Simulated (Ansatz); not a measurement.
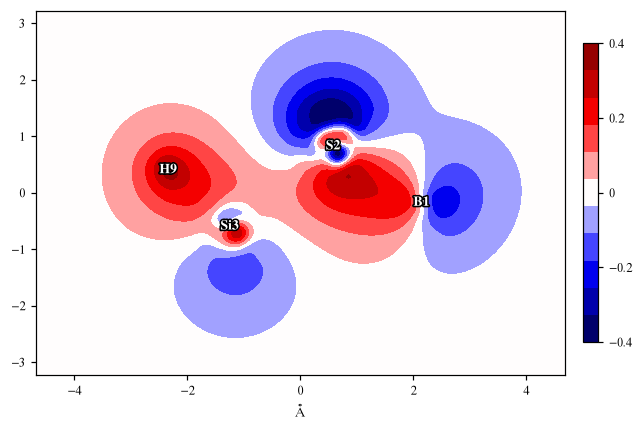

Figure. BH6SSi (SMILES B[SH+][SiH3]) (charge +1). One frontier orbital on the plane of atoms S2, Si3 and H9 (values in Å⁻³ᐟ²; the overall sign is arbitrary).

Geometry: PBE-D3(BJ)/def2-SVP.

The calculation used isolated molecule in a Gaussian basis; Kohn-Sham density functional theory, functional PBE0 in Ansatz.

```json
{"atom": "B", "x (Å)": "-0.5306", "y (Å)": "-2.1981", "z (Å)": "-1.3076"}
{"atom": "S", "x (Å)": "0.0919", "y (Å)": "-1.6452", "z (Å)": "0.3458"}
{"atom": "Si", "x (Å)": "0.3266", "y (Å)": "0.6587", "z (Å)": "0.3467"}
{"atom": "H", "x (Å)": "0.0708", "y (Å)": "-1.7311", "z (Å)": "-2.2415"}
{"atom": "H", "x (Å)": "-1.0072", "y (Å)": "1.1785", "z (Å)": "-0.0707"}
{"atom": "H", "x (Å)": "-1.4142", "y (Å)": "-3.0149", "z (Å)": "-1.3074"}
{"atom": "H", "x (Å)": "-0.9440", "y (Å)": "-1.9093", "z (Å)": "1.2012"}
{"atom": "H", "x (Å)": "1.4198", "y (Å)": "0.7671", "z (Å)": "-0.6610"}
{"atom": "H", "x (Å)": "0.7039", "y (Å)": "0.8850", "z (Å)": "1.7709"}
```

**Which orbital is it: HOMO or LUMO?**

The HOMO, at −14.80 eV. By Hirshfeld shares it lies mainly on S2 (about 45 %), Si3 (about 20 %), H5 (about 15 %) and B1 (about 10 %).
